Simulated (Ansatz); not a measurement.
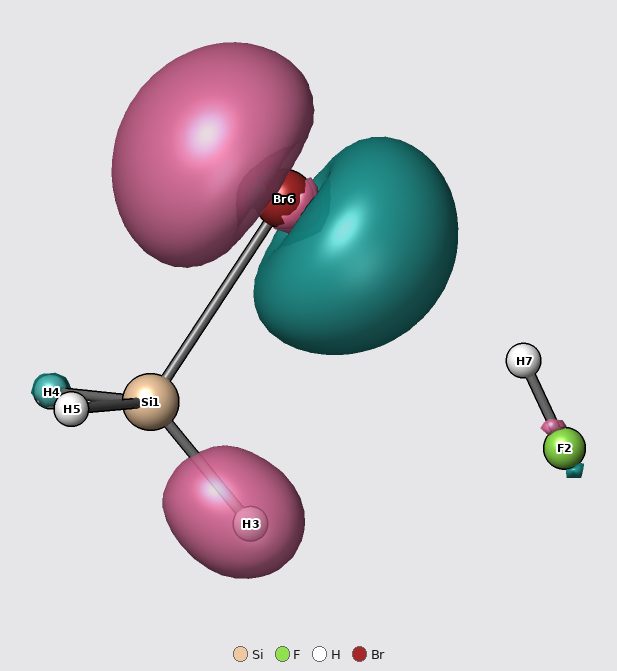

Figure. BrH$_{3}$Si···HF. The HOMO−1 at ±0.15 Å⁻³ᐟ² (teal and pink are the two phases), seen at an oblique angle.

Method: RHF/def2-SVP (Ansatz 0.2.0).

```xyz
7

Si   -0.4975    0.0000   -0.6646
F     0.2239    0.0000    3.1508
H     0.7034    0.0000    0.1828
H    -0.5758    1.2124   -1.4959
H    -0.5758   -1.2124   -1.4959
Br   -2.2896    0.0000    0.7081
H    -0.6196    0.0000    2.8279
```

Q: What is the character of this orbital?

A: By Hirshfeld shares it lies mainly on Br6 (about 80 %); largely a lone pair of Br6. Its energy is −11.82 eV.
